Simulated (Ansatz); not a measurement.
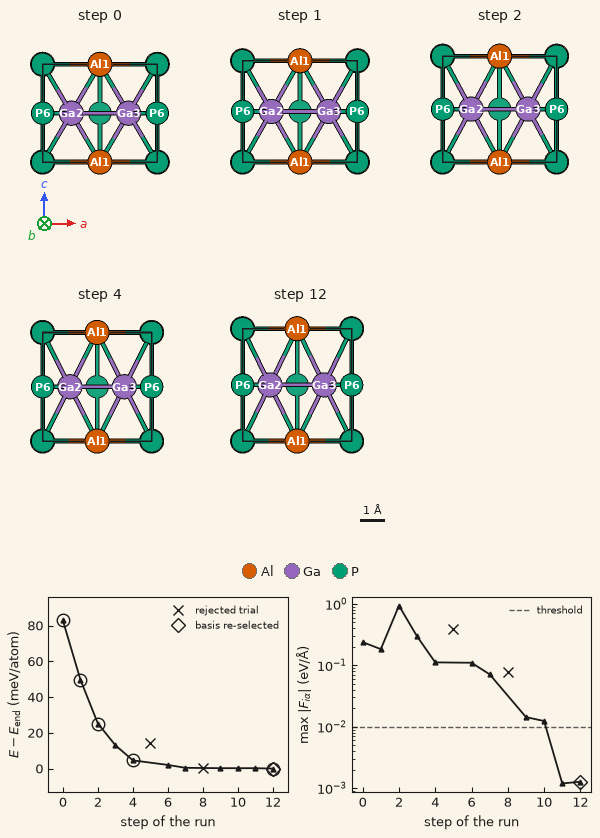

Frames of a relaxation of crystalline AlGa2P3 (built on the CeAl2Cu3-65 type type), marked on the history of the run. Style: ball-and-stick. Shown: the conventional cell (2 times the calculation's cell), along the b axis. Lengths and directions refer to the drawn axes.

Method: DFT, r2SCAN+rVV10, plane waves, PAW in Ansatz 0.2.0. Settings: plane-wave cutoff 500 eV; k-point mesh 6 × 6 × 6; occupations fermi dirac; smearing width 0.03 eV; no spin polarisation; cell and atoms relaxed; force threshold 0.01 eV/Å; at most 120 steps.

**What happens along the run?**

Over 9 accepted moves (12 points after the start) the energy falls by 82.9 meV per atom. The largest force component goes from 0.24 to 0.0013 eV/Å. The pressure goes from 1.86 to 0.01 GPa. The line search rejected the trial steps at points 5, 8 of the run. At 1 point the geometry stayed and the basis and grid were re-selected for the new cell (energy shift of 0.2 meV per atom at most each time). The largest moves relative to the cell, 0.007 Å, are those of P atoms. Ga and Al stay in place. The drawn cell changes as follows: a 4.883 → 4.642 Å (−4.9 %), b 10.902 → 10.323 Å (−5.3 %), c 4.164 → 4.786 Å (+14.9 %); the volume changes by +3.4 %. Among the contacts that change: P–P 2.397 → 2.647 Å, Ga–P 2.862 → 3.029 Å, Ga–P 2.986 → 2.830 Å, Al–P 2.715 → 2.582 Å. Among the angles between lasting bonds that change: P–P–P 120.6° → 129.4°, P–P–P 60.3° → 64.7°. The space group stays Cmmm (No. 65). Cost: 4.4 min on 2 threads of Arm Neoverse V1 (shared host), peak memory 0.93 GiB. From step 0 to 1: volume +1.1 %, energy −33.0 meV per atom. From step 1 to 2: volume −1.5 %, energy −24.6 meV per atom. From step 2 to 4: P atoms move most (0.03 Å), volume +1.2 %, energy −20.6 meV per atom. From step 4 to 12: P atoms move most (0.02 Å), volume +2.6 %, energy −4.6 meV per atom.

```csv
step,"E − E(0), meV/atom","largest force component, eV/Å","pressure, GPa","volume, Å³/atom",note
0,0.00,0.2390,1.86,18.476,
1,-33.04,0.1837,0.44,18.684,
2,-57.64,0.9393,0.99,18.410,
3,-69.78,0.2958,0.04,18.478,
4,-78.24,0.1118,0.36,18.626,
5,-68.46,0.3847,1.94,18.636,rejected
6,-80.80,0.1103,0.38,18.776,
7,-82.40,0.0714,0.08,19.046,
8,-82.24,0.0775,-0.01,19.159,rejected
9,-82.61,0.0144,0.02,19.101,
10,-82.61,0.0124,0.02,19.111,
11,-82.61,0.0012,0.01,19.111,
12,-82.86,0.0013,0.01,19.111,"same geometry, new basis"
```
